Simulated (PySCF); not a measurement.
SMILES [SiH3][SiH2][SiH2]C#C at its GFN2-xTB optimised geometry (Å):

```
13

C      3.1190    -0.3152    -2.8214
C      2.7198    -0.5198    -1.7057
Si     2.0795    -0.8455     0.0000
Si    -0.2425    -0.8455     0.0000
Si    -1.2775     1.2228     0.0000
H      3.4802    -0.1281    -3.7924
H      2.7125    -2.1073     0.4114
H      2.6487     0.2173     0.8445
H     -0.6896    -1.6215     1.1725
H     -0.7218    -1.6514    -1.1360
H     -2.7125     1.1682     0.2908
H     -0.6878     2.1073     1.0101
H     -1.1364     1.9036    -1.2890
```

Calculation: B3LYP/def2-TZVP (PySCF). Cells within 0.4 Å of a nucleus heavier than hydrogen are left out (blank, or x).

Map of the log10 of the electron density (e/bohr³), floored at −4 on the plane z = 0.0 Å:

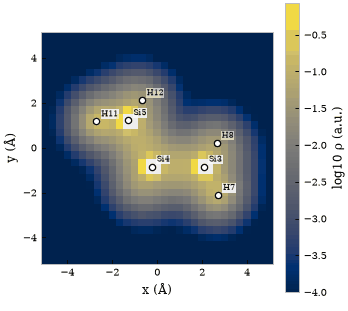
Figure. Log10 of the electron density (e/bohr³), floored at −4 on the plane z = 0.0 Å.
